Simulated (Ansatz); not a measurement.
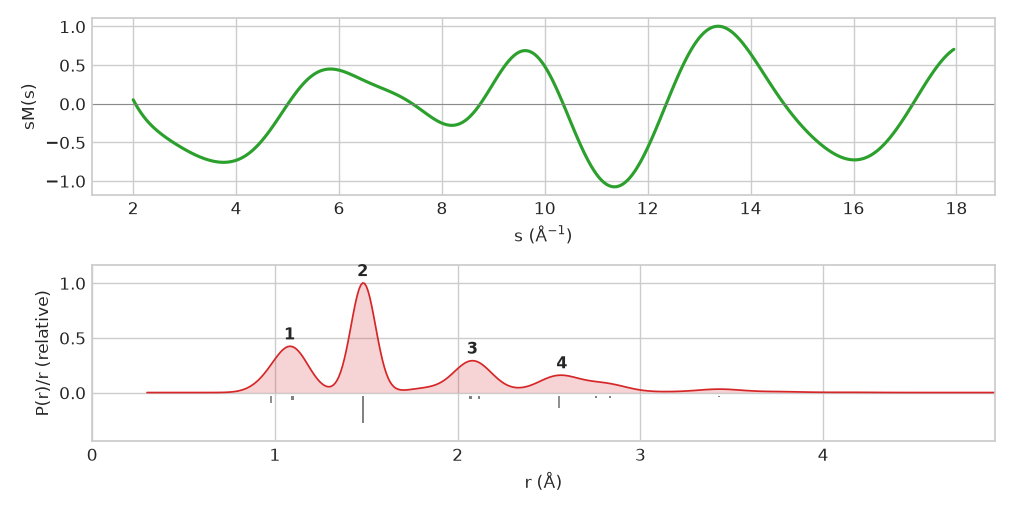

Simulated gas electron diffraction: reduced molecular intensity sM(s) from the Debye equation in the first Born approximation (top) and the radial distribution curve (bottom) of C2H7O (charge +1, ignored in the scattering factors). Each pair of atoms contributes with weight ZᵢZⱼ/r (bars below the curve); damping constant 0.001 Å²; vibrational amplitudes assumed, not computed: 0.05 Å for bonds, 0.078 Å for bonds to H, 0.06 + 0.015 r up to 0.15 Å for other pairs. The geometry is the end point of an optimisation (RKS B3LYP-D4/def2-SVP in Ansatz 0.2.0); it may be a saddle point or a higher isomer.

Question: Assign the numbered peaks of the radial distribution curve (– bonded, ··· not bonded).

Answer: Peak 1, 1.08 Å: O–H 0.98 Å, C–H 1.10 Å (×6), not resolved
Peak 2, 1.48 Å: O–C 1.48 Å (×2)
Peak 3, 2.08 Å: C···H 2.07 Å (×2), O···H 2.07–2.11 Å (×6)
Peak 4, 2.57 Å: C···C 2.55 Å, C···H 2.75 Å (×2), not resolved; in its flanks C···H 2.84 Å
